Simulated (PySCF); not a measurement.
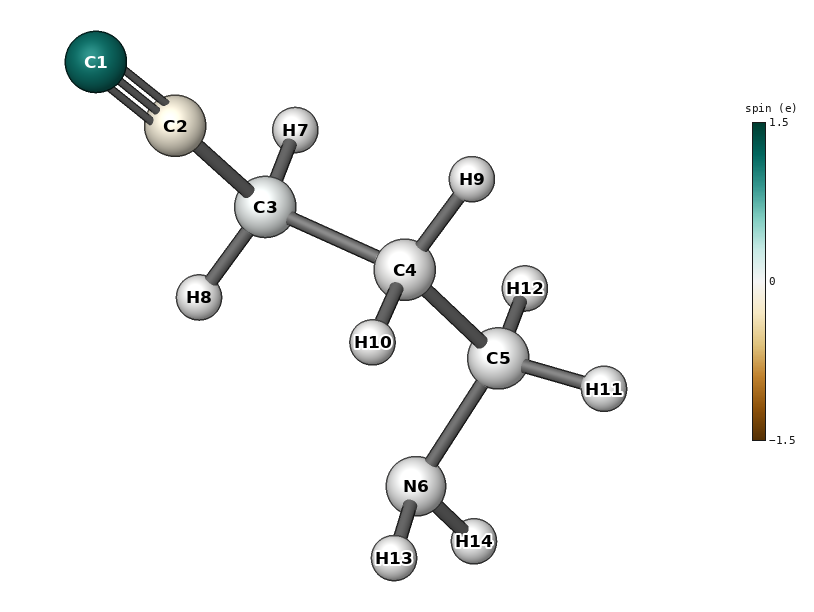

Atoms are coloured by their Mulliken spin populations. State: neutral, doublet. The geometry was computed by an optimisation with GFN2-xTB. No frequency run is at hand to confirm it as a minimum. Method: UKS B3LYP, pcH-1 on C H N, non-relativistic (PySCF 2.14.0).

Which atom carries the largest spin population?

Answer. C1 (1.13 e).

Which atom has the lowest spin population?

Answer. C2 (−0.16 e); a negative value comes from spin polarisation.

Give the Mulliken spin populations atom by atom.

```tsv
atom	value (e)
C1	1.13
C2	−0.16
C3	0.04
C4	0.00
C5	0.00
N6	0.00
H7	0.00
H8	−0.01
H9	0.00
H10	0.00
H11	0.00
H12	0.00
H13	0.00
H14	0.00
```

Mulliken values depend strongly on the basis set.
